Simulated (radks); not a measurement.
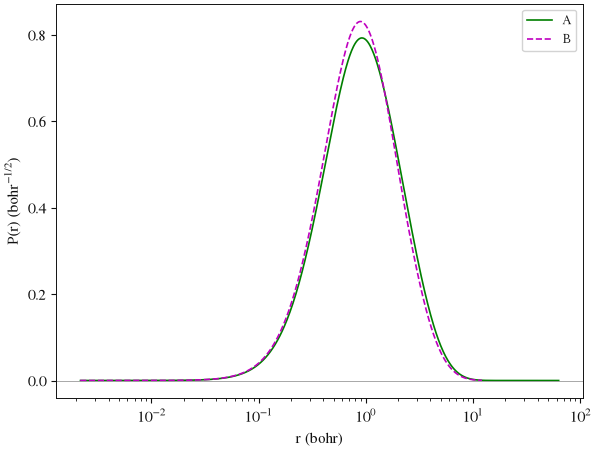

The neutral vanadium atom was computed in two configurations: [Ar] 3d3 4s2 (high spin); [Ar] 3d4 5d1 (high spin). Method: non-relativistic Kohn-Sham, r2SCAN, spin-polarised, spherical densities, point nucleus; computed with the in-house radial solver radks.

The plot shows P(r) = r R(r) of the 3d up orbital in both runs.

Assign A and B.

Answer. A is [Ar] 3d4 5d1 (high spin) (⟨r⟩ = 1.50 bohr, eigenvalue −8.20 eV); B is [Ar] 3d3 4s2 (high spin) (⟨r⟩ = 1.39 bohr, eigenvalue −6.44 eV). The orbital is smaller where the other electrons screen the nucleus less.
